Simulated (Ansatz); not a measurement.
Partial pair distribution functions of a relaxed model of amorphous Zr20O39F2, broadened by 0.06 Å; density 5.25 g/cm³. These are PBE, scalar-relativistic without spin-orbit coupling (plane waves to 420 eV, PAW; Ansatz, a program for electronic structure) values and carry that method's errors.

It comes from a melt-quench run on a machine-learned potential (CHGNet), relaxed afterwards by DFT. O and F atoms were pushed apart under 1.9 Å during the dynamics, to hinder bonds among them. The hot cell started wider than the set density and was brought back towards it in steps. It is the lowest in DFT energy of 2 quenches. It is a model cell: composition and starting density were chosen by hand, and all elements were melted together. No dispersion term was used. Its density started from a set value of 5.25 and ended at 5.25 g/cm³. The quench (nominally 450 K/ps over its main leg) was far faster than any real one, so the model tends to hold more defects than a real film. A cell of this size samples the disorder only roughly. The volume was held where the preparation left it, at a PBE pressure of 0.5 GPa. Stress components on the final sampling reach 1.7 GPa. Cycles of charging lowered its energy after that relaxation.

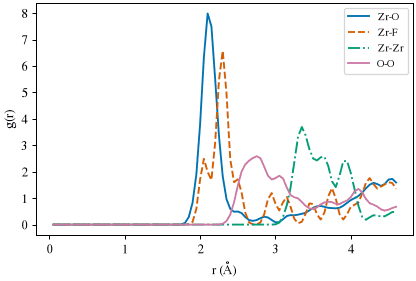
Fig. 1. Partial pair distribution functions

Highest peaks under 4.5 Å: Zr-O near 2.10 Å, Zr-F near 2.30 Å, Zr-Zr near 3.35 Å, O-O near 2.75 Å; pairs of few atoms are noisy.

Within 2.98 Å each Zr has 6.50 O neighbours on average.
